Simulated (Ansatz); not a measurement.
**C2H3BF2: how energies converge with the basis set**

Aim: see how fast density functionals converge with the basis set for C2H3BF2.

The runs use Ansatz 0.2.0, Gaussian basis; one geometry, several basis sets.

Plan: PBE0-D4/def2-SVP; ωB97M-V/def2-SVP; PBE0-D4/def2-QZVPP; ωB97M-V/def2-QZVPP; the functionals' def2-TZVPP values are taken from earlier runs.

## (1) The geometry

All runs share one geometry, relaxed beforehand with PBE0-D4 in a triple-zeta def2 set.

SMILES `F[C@H]1B[C@@H]1F`, 8 atoms, charge 0, spin multiplicity 1.

Atoms are counted from 1 here; the program's logs count them from 0.

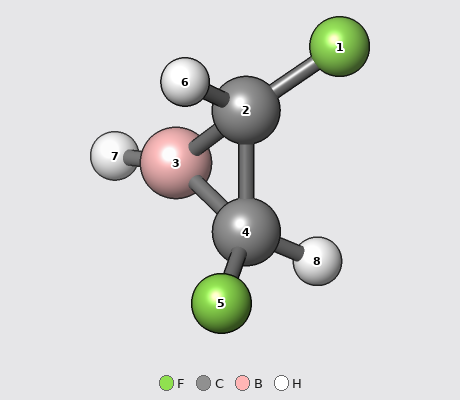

The structure; fluorine green, carbon grey, boron pink, hydrogen white; atoms are numbered from 1 in the order of the file.

As a file:

```xyz
8

F    -1.1333   -0.4150    1.5830
C    -0.2113    0.1326    0.7408
B     0.9813   -0.4365   -0.0604
C    -0.3092    0.0939   -0.7248
F    -0.5980    1.1775   -1.5004
H     0.1356    1.1118    1.1044
H     2.0610   -0.9147   -0.1198
H    -0.8340   -0.8066   -1.0787
```

## (2) PBE0-D4 in def2-SVP

File in.yaml:

```yaml
crystal:
  periodic: [false, false, false]
  atoms:
    - {symbol: F, position_ang: [-1.133301, -0.415030, 1.583024]}
    - {symbol: C, position_ang: [-0.211338, 0.132561, 0.740796]}
    - {symbol: B, position_ang: [0.981289, -0.436523, -0.060362]}
    - {symbol: C, position_ang: [-0.309179, 0.093854, -0.724814]}
    - {symbol: F, position_ang: [-0.597995, 1.177512, -1.500365]}
    - {symbol: H, position_ang: [0.135592, 1.111770, 1.104425]}
    - {symbol: H, position_ang: [2.060991, -0.914735, -0.119832]}
    - {symbol: H, position_ang: [-0.833960, -0.806609, -1.078673]}
basis:
  gaussian: {orbitals: def2-SVP}
hamiltonian: {xc: pbe0, dispersion: d4}
output: {orbitals: {seedname: orbitals}}
```

The run is started by

```bash
ansatz run in.yaml --threads 2 --pin off --events-out ev --progress --plain --max-ram 4352MiB
```

After this run come: ωB97M-V in def2-SVP; PBE0-D4 in def2-QZVPP; ωB97M-V in def2-QZVPP.

Before running them: what should the planned runs give, taken together? Wanted: PBE0-D4: double and triple zeta above quadruple; ωB97M-V: double and triple zeta above quadruple.

As calculated:

```
                                       quantity           value
PBE0-D4: double and triple zeta above quadruple  10.15, 0.44 eV
ωB97M-V: double and triple zeta above quadruple  10.40, 0.41 eV
```

For PBE0-D4 the step from double to triple zeta gains 9.71 eV and the next only 0.44 eV. Total energies overstate the basis error of differences, where much of it tends to cancel.
